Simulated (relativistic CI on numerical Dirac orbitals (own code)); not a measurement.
**Pd: one ion under different settings**

Aim: see what numerical and physical settings do to the SCF, the total energy and the lowest levels of Pd.

Method: Dirac-Coulomb-Breit CI, KLI orbitals optimised for each configuration, model QED (radiative potential, 1s self-energy scaled to tabulated hydrogen-like ionisation energies), numerical settings as typed. Code: relativistic CI on numerical Dirac orbitals (own code) version 3.

### Step 1. Starting point

| Property | Result |
| --- | --- |
| ion | Pd (Pd I) |
| nuclear charge | 46 |
| electrons | 46 |
| isotope | A = 106 |

### Step 2. An attempt

Settings, as recorded:

```ini
atom Pd  Z=46  charge=0  electrons=46
nucleus A=106  rms_radius_fm=4.5318
hamiltonian dirac-coulomb  breit=on  qed=on  c_scale=1
orbitals kli  potential=per-configuration
slater_scale 1
correlation none
mixing on
grid step=0.0125 r_max=201.2
scf mixing=0.4 start=green max_iterations=81 tolerance=2e-08 node_fill=0.05
configurations
  [Kr] 4d10
  [Kr] 4d9 2d
end
```

Command:

```sh
$ python run_levels.py task.json out
```

One command runs all members of the session, one after another, from task.json.

Main fields of the result record, rounded:

```text
status: refused
warnings: ["configuration [Kr] 4d9 2d: l must be smaller than n"]
```

It took 0.00068 s on 1 thread of Neoverse-V1, shared host.

Cause: the program refused the input. A shell needs l < n; there is no 2d shell. The input had a 2d shell. The cure is to type a shell that exists.

### Step 3. With the usual settings

Changes to the settings of step 2:

```diff
@@ -8,6 +8,6 @@
 grid step=0.0125 r_max=201.2
-scf mixing=0.4 start=green max_iterations=81 tolerance=2e-08 node_fill=0.05
+scf mixing=0.4 start=green max_iterations=150 tolerance=2e-08 node_fill=0.05
 configurations
   [Kr] 4d10
-  [Kr] 4d9 2d
+  [Kr] 4d9 5s
 end
```

From the record:

```text
status: converged
levels [i, E_cm, J2, conf, term, w_term, w_jj]:
  - [0, 0, 0, "4d10", "1S", 1, 1]
  - [1, 414.61238, 6, "4d9 5s", "3D", 1, 1]
  - [2, 1928.7817, 4, "4d9 5s", "3D", 0.9038, 0.7082]
  - [3, 3819.9109, 2, "4d9 5s", "3D", 1, 1]
  - [4, 7429.4606, 4, "4d9 5s", "1D", 0.9038, 0.7082]
total_energy [Ha]: -5038.8515174
n_levels_all: 5
overlap: 2.95706e-12
scf_iterations: [12, 12]
orbital_energies [Ha]: {"1s": -886.831, "2s": -129.575, "2p1/2": -120.151, "2p3/2": -114.31, "3s": -23.5833, "3p1/2": -19.8692, "3p3/2": -18.8479, "3d3/2": -12.2862, "3d5/2": -12.083, "4s": -3.28532, "4p1/2": -2.14912, "4p3/2": -1.99108, "4d3/2": -0.328061, "4d5/2": -0.312416}
configurations [conf, odd, states, E_av_Ha, breit_Ha, qed_Ha]:
  - ["4d10", 0, 1, -5044.379492, 3.314, 2.214]
  - ["4d9 5s", 0, 20, -5044.366359, 3.315, 2.214]
scf_steps of the first configuration [iteration, E_Ha, residual, outer_eigenvalue_Ha]:
  - [1, -5040.744423, 0.984, -0.6865]
  - [2, -5044.040785, 0.32, -0.267]
  - [3, -5044.312527, 0.185, -0.3309]
  - [4, -5044.376035, 0.032, -0.3135]
  - [5, -5044.380027, 0.0116, -0.3182]
  - [6, -5044.379039, 0.00413, -0.3099]
  - [7, -5044.379554, 0.000697, -0.3128]
  - [8, -5044.379528, 0.000411, -0.3127]
  - [9, -5044.379492, 3.29e-06, -0.3124]
  - [10, -5044.379492, 3.67e-06, -0.3124]
  - [11, -5044.379492, 4.1e-08, -0.3124]
  - [12, -5044.379492, 1.59e-08, -0.3124]
```

It took 0.15 s on 1 thread of Neoverse-V1, shared host.

### Step 4. End of the grid 603.6

Changes to the settings of step 3:

```diff
@@ -7,3 +7,3 @@
 mixing on
-grid step=0.0125 r_max=201.2
+grid step=0.0125 r_max=603.6
 scf mixing=0.4 start=green max_iterations=150 tolerance=2e-08 node_fill=0.05
```

From the record:

```text
status: converged
levels [i, E_cm, J2, conf, term, w_term]:
  - [0, 0, 0, "4d10", "1S", 1]
  - [1, 414.61238, 6, "4d9 5s", "3D", 1]
  - [2, 1928.7817, 4, "4d9 5s", "3D", 0.9038]
  - [3, 3819.9109, 2, "4d9 5s", "3D", 1]
  - [4, 7429.4606, 4, "4d9 5s", "1D", 0.9038]
total_energy [Ha]: -5038.8515174
n_levels_all: 5
overlap: 2.9575e-12
scf_iterations: [12, 12]
orbital_energies [Ha]: {"1s": -886.831, "2s": -129.575, "2p1/2": -120.151, "2p3/2": -114.31, "3s": -23.5833, "3p1/2": -19.8692, "3p3/2": -18.8479, "3d3/2": -12.2862, "3d5/2": -12.083, "4s": -3.28532, "4p1/2": -2.14912, "4p3/2": -1.99108, "4d3/2": -0.328061, "4d5/2": -0.312416}
configurations [conf, odd, states, E_av_Ha, breit_Ha, qed_Ha]:
  - ["4d10", 0, 1, -5044.379492, 3.314, 2.214]
  - ["4d9 5s", 0, 20, -5044.366359, 3.315, 2.214]
scf_steps of the first configuration [iteration, E_Ha, residual, outer_eigenvalue_Ha]:
  - [1, -5040.744423, 0.984, -0.6865]
  - [2, -5044.040785, 0.32, -0.267]
  - [3, -5044.312527, 0.185, -0.3309]
  - [4, -5044.376035, 0.032, -0.3135]
  - [5, -5044.380027, 0.0116, -0.3182]
  - [6, -5044.379039, 0.00413, -0.3099]
  - [7, -5044.379554, 0.000697, -0.3128]
  - [8, -5044.379528, 0.000411, -0.3127]
  - [9, -5044.379492, 3.29e-06, -0.3124]
  - [10, -5044.379492, 3.67e-06, -0.3124]
  - [11, -5044.379492, 4.1e-08, -0.3124]
  - [12, -5044.379492, 1.59e-08, -0.3124]
```

Run time: 0.15 s. Hardware: 1 thread of Neoverse-V1, shared host.

### Step 5. Potential mixing 0.1

Changes to the settings of step 4:

```diff
@@ -7,4 +7,4 @@
 mixing on
-grid step=0.0125 r_max=603.6
-scf mixing=0.4 start=green max_iterations=150 tolerance=2e-08 node_fill=0.05
+grid step=0.0125 r_max=201.2
+scf mixing=0.1 start=green max_iterations=150 tolerance=2e-08 node_fill=0.05
 configurations
```

From the record:

```text
status: converged
levels [i, E_cm, J2, conf, term, w_term]:
  - [0, 0, 0, "4d10", "1S", 1]
  - [1, 414.61327, 6, "4d9 5s", "3D", 1]
  - [2, 1928.7826, 4, "4d9 5s", "3D", 0.9038]
  - [3, 3819.9118, 2, "4d9 5s", "3D", 1]
  - [4, 7429.4614, 4, "4d9 5s", "1D", 0.9038]
total_energy [Ha]: -5038.8515174
n_levels_all: 5
overlap: 2.95641e-12
scf_iterations: [22, 20]
orbital_energies [Ha]: {"1s": -886.831, "2s": -129.575, "2p1/2": -120.151, "2p3/2": -114.31, "3s": -23.5833, "3p1/2": -19.8692, "3p3/2": -18.8479, "3d3/2": -12.2862, "3d5/2": -12.083, "4s": -3.28532, "4p1/2": -2.14912, "4p3/2": -1.99108, "4d3/2": -0.328061, "4d5/2": -0.312416}
configurations [conf, odd, states, E_av_Ha, breit_Ha, qed_Ha]:
  - ["4d10", 0, 1, -5044.379492, 3.314, 2.214]
  - ["4d9 5s", 0, 20, -5044.366359, 3.315, 2.214]
scf_steps of the first configuration [iteration, E_Ha, residual, outer_eigenvalue_Ha]:
  - [1, -5040.744423, 0.984, -0.6865]
  - [2, -5042.047025, 0.814, -0.5705]
  - [3, -5044.045464, 0.229, -0.2329]
  - [4, -5043.700368, 0.371, -0.188]
  - [5, -5044.273712, 0.189, -0.4157]
  - [6, -5044.350962, 0.107, -0.371]
  - [7, -5044.378679, 0.0046, -0.3135]
  - [8, -5044.379625, 0.00444, -0.3169]
  - [9, -5044.379619, 0.00224, -0.3143]
  - [10, -5044.379632, 0.00189, -0.3138]
  - [11, -5044.379486, 6.35e-05, -0.3124]
  - [12, -5044.379472, 0.000248, -0.3123]
  - [13, -5044.379481, 0.000125, -0.3123]
  - [14, -5044.379492, 1.58e-06, -0.3124]
  - [15, -5044.379492, 1.54e-06, -0.3124]
  - [16, -5044.379492, 4.56e-07, -0.3124]
  - [17, -5044.379492, 2.24e-07, -0.3124]
  - [18, -5044.379492, 1.52e-07, -0.3124]
  - [19, -5044.379492, 1.95e-07, -0.3124]
  - [20, -5044.379492, 8.25e-08, -0.3124]
  - [21, -5044.379492, 5.97e-08, -0.3124]
  - [22, -5044.379492, 1.3e-08, -0.3124]
```

Run time: 0.19 s. Hardware: 1 thread of Neoverse-V1, shared host.

### Step 6. Nuclear radius 4.0786

Settings, as recorded:

```ini
atom Pd  Z=46  charge=0  electrons=46
nucleus A=106  rms_radius_fm=4.0786
hamiltonian dirac-coulomb  breit=on  qed=on  c_scale=1
orbitals kli  potential=per-configuration
slater_scale 1
correlation none
mixing on
grid step=0.0125 r_max=201.2
scf mixing=0.4 start=green max_iterations=150 tolerance=2e-08 node_fill=0.05
configurations
  [Kr] 4d10
  [Kr] 4d9 5s
end
```

From the record:

```text
status: converged
levels [i, E_cm, J2, conf, term, w_term]:
  - [0, 0, 0, "4d10", "1S", 1]
  - [1, 414.17041, 6, "4d9 5s", "3D", 1]
  - [2, 1928.3467, 4, "4d9 5s", "3D", 0.9038]
  - [3, 3819.4614, 2, "4d9 5s", "3D", 1]
  - [4, 7429.0967, 4, "4d9 5s", "1D", 0.9038]
total_energy [Ha]: -5038.8686592
n_levels_all: 5
overlap: 2.95776e-12
scf_iterations: [12, 12]
orbital_energies [Ha]: {"1s": -886.839, "2s": -129.576, "2p1/2": -120.151, "2p3/2": -114.309, "3s": -23.5835, "3p1/2": -19.8692, "3p3/2": -18.8479, "3d3/2": -12.2862, "3d5/2": -12.083, "4s": -3.28534, "4p1/2": -2.14912, "4p3/2": -1.99107, "4d3/2": -0.328061, "4d5/2": -0.312416}
configurations [conf, odd, states, E_av_Ha, breit_Ha, qed_Ha]:
  - ["4d10", 0, 1, -5044.396846, 3.314, 2.214]
  - ["4d9 5s", 0, 20, -5044.383715, 3.315, 2.214]
scf_steps of the first configuration [iteration, E_Ha, residual, outer_eigenvalue_Ha]:
  - [1, -5040.761734, 0.984, -0.6865]
  - [2, -5044.058132, 0.32, -0.267]
  - [3, -5044.32988, 0.185, -0.3309]
  - [4, -5044.393389, 0.032, -0.3135]
  - [5, -5044.397381, 0.0116, -0.3182]
  - [6, -5044.396393, 0.00413, -0.3099]
  - [7, -5044.396908, 0.000697, -0.3128]
  - [8, -5044.396882, 0.000411, -0.3127]
  - [9, -5044.396846, 3.29e-06, -0.3124]
  - [10, -5044.396846, 3.67e-06, -0.3124]
  - [11, -5044.396846, 4.1e-08, -0.3124]
  - [12, -5044.396846, 1.59e-08, -0.3124]
```

Run time: 0.15 s. Hardware: 1 thread of Neoverse-V1, shared host.

The changed nuclear radius is not that of the isotope named.

### Step 7. Speed-of-light factor 0.8, start potential previous, potential mixing 0.1

Settings, as recorded:

```ini
atom Pd  Z=46  charge=0  electrons=46
nucleus A=106  rms_radius_fm=4.5318
hamiltonian dirac-coulomb  breit=on  qed=on  c_scale=0.8
orbitals kli  potential=per-configuration
slater_scale 1
correlation none
mixing on
grid step=0.0125 r_max=201.2
scf mixing=0.1 start=previous max_iterations=150 tolerance=2e-08 node_fill=0.05
configurations
  [Kr] 4d10
  [Kr] 4d9 5s
end
```

From the record:

```text
status: converged
levels [i, E_cm, J2, conf, term, w_term]:
  - [0, 0, 6, "4d9 5s", "3D", 1]
  - [1, 2054.7255, 4, "4d9 5s", "3D", 0.8432]
  - [2, 3546.5827, 0, "4d10", "1S", 1]
  - [3, 5197.437, 2, "4d9 5s", "3D", 1]
  - [4, 8846.9929, 4, "4d9 5s", "1D", 0.8432]
total_energy [Ha]: -5102.0512691
n_levels_all: 5
overlap: 2.83435e-12
scf_iterations: [15, 14]
orbital_energies [Ha]: {"1s": -903.022, "2s": -133.519, "2p1/2": -123.695, "2p3/2": -114.187, "3s": -24.3694, "3p1/2": -20.5282, "3p3/2": -18.8594, "3d3/2": -12.2504, "3d5/2": -11.934, "4s": -3.43362, "4p1/2": -2.25766, "4p3/2": -1.99847, "4d3/2": -0.32891, "4d5/2": -0.304726}
configurations [conf, odd, states, E_av_Ha, breit_Ha, qed_Ha]:
  - ["4d10", 0, 1, -5109.97498, 5.277, 2.663]
  - ["4d9 5s", 0, 20, -5109.976344, 5.277, 2.664]
scf_steps of the first configuration [iteration, E_Ha, residual, outer_eigenvalue_Ha]:
  - [1, -5109.181171, 0.503, -0.1609]
  - [2, -5109.618796, 0.335, -0.2124]
  - [3, -5109.898887, 0.127, -0.2869]
  - [4, -5109.950093, 0.0709, -0.3302]
  - [5, -5109.968657, 0.0312, -0.2834]
  - [6, -5109.971377, 0.0221, -0.2916]
  - [7, -5109.975173, 0.00279, -0.3067]
  - [8, -5109.974999, 0.000603, -0.3054]
  - [9, -5109.974956, 0.000247, -0.3046]
  - [10, -5109.974959, 0.000205, -0.3046]
  - [11, -5109.97498, 6.32e-06, -0.3047]
  - [12, -5109.97498, 2.09e-06, -0.3047]
  - [13, -5109.97498, 7.94e-08, -0.3047]
  - [14, -5109.97498, 2.17e-08, -0.3047]
  - [15, -5109.97498, 1.08e-09, -0.3047]
```

Run time: 0.16 s. Hardware: 1 thread of Neoverse-V1, shared host.

A changed speed of light describes a fictitious ion. The QED potentials keep the true α.

### Step 8. Node fill 50

Settings, as recorded:

```ini
atom Pd  Z=46  charge=0  electrons=46
nucleus A=106  rms_radius_fm=4.5318
hamiltonian dirac-coulomb  breit=on  qed=on  c_scale=1
orbitals kli  potential=per-configuration
slater_scale 1
correlation none
mixing on
grid step=0.0125 r_max=201.2
scf mixing=0.4 start=green max_iterations=70 tolerance=2e-08 node_fill=50
configurations
  [Kr] 4d10
  [Kr] 4d9 5s
end
```

From the record:

```text
status: converged
levels [i, E_cm, J2, conf, term, w_term]:
  - [0, 0, 6, "4d9 5s", "3D", 1]
  - [1, 2082.761, 4, "4d9 5s", "3D", 0.845]
  - [2, 4367.583, 0, "4d10", "1S", 1]
  - [3, 5280.491, 2, "4d9 5s", "3D", 1]
  - [4, 9089.793, 4, "4d9 5s", "1D", 0.845]
total_energy [Ha]: -5037.9428284
n_levels_all: 5
overlap: 2.16019e-12
scf_iterations: [13, 15]
orbital_energies [Ha]: {"1s": -880.359, "2s": -126.967, "2p1/2": -117.123, "2p3/2": -111.403, "3s": -22.528, "3p1/2": -18.7861, "3p3/2": -17.8038, "3d3/2": -11.2929, "3d5/2": -11.1022, "4s": -3.06653, "4p1/2": -1.95943, "4p3/2": -1.81117, "4d3/2": -0.250905, "4d5/2": -0.238433}
configurations [conf, odd, states, E_av_Ha, breit_Ha, qed_Ha]:
  - ["4d10", 0, 1, -5043.376467, 3.251, 2.202]
  - ["4d9 5s", 0, 20, -5043.3806, 3.252, 2.202]
scf_steps of the first configuration [iteration, E_Ha, residual, outer_eigenvalue_Ha]:
  - [1, -5040.744423, 1.53, -0.6865]
  - [2, -5041.720396, 0.513, -0.1246]
  - [3, -5044.088958, 0.314, -0.3383]
  - [4, -5043.408245, 0.0911, -0.2585]
  - [5, -5043.421469, 0.0188, -0.2451]
  - [6, -5043.363934, 0.00485, -0.2366]
  - [7, -5043.371647, 0.00241, -0.2373]
  - [8, -5043.37642, 6.08e-05, -0.2385]
  - [9, -5043.376731, 0.00017, -0.2385]
  - [10, -5043.376446, 9.95e-06, -0.2384]
  - [11, -5043.376464, 1.33e-06, -0.2384]
  - [12, -5043.376467, 1.85e-07, -0.2384]
  - [13, -5043.376467, 9.82e-09, -0.2384]
```

It took 0.16 s on 1 thread of Neoverse-V1, shared host.

A bad setting: its result is shown only for the comparison.

### Step 9. Comparison

| setting | total energy less usual (Ha) | largest shift of a level among the lowest eight of both runs, same label and place (cm⁻¹) | SCF iterations | time | lowest level | kind of change |
| --- | --- | --- | --- | --- | --- | --- |
| usual | 0 | 0 | 24 | 0.15 s | 4d10 1S0 | - |
| end of the grid 603.6 | 0 | 0 | 24 | 0.15 s | 4d10 1S0 | numerical |
| potential mixing 0.1 | 0 | 0 | 42 | 0.19 s | 4d10 1S0 | numerical |
| nuclear radius 4.0786 | -0.0171 | 0.449 | 24 | 0.15 s | 4d10 1S0 | unphysical constant |
| speed-of-light factor 0.8, start potential previous, potential mixing 0.1 | -63.2 | 3960 | 29 | 0.16 s | 4d9 5s 3D3 | unphysical constant |
| node fill 50 | 0.909 | 4780 | 28 | 0.16 s | 4d9 5s 3D3 | unsound |

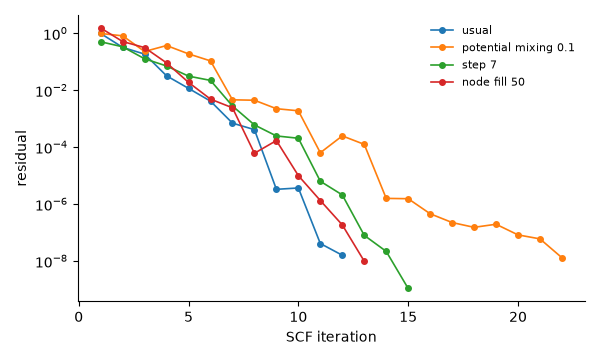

Residual of the first configuration's SCF.

### Step 10. Summary of results

```
                    quantity          value
lowest level, usual settings       4d10 1S0
                total energy  -5038.8515 Ha
            first excitation     414.6 cm⁻¹
       runs without a result              1
```

The lowest level changes under «speed-of-light factor 0.8, start potential previous, potential mixing 0.1», «node fill 50». Among the runs whose levels can be followed, they move most under «node fill 50» (unsound), by up to 4780 cm⁻¹. No visible change in the result comes from «end of the grid 603.6» or «potential mixing 0.1». «Potential mixing 0.1» costs 42 SCF iterations against 24. Only the listed configurations are in the model. Near neutrality, missing correlation can shift configurations against each other by thousands of cm⁻¹.
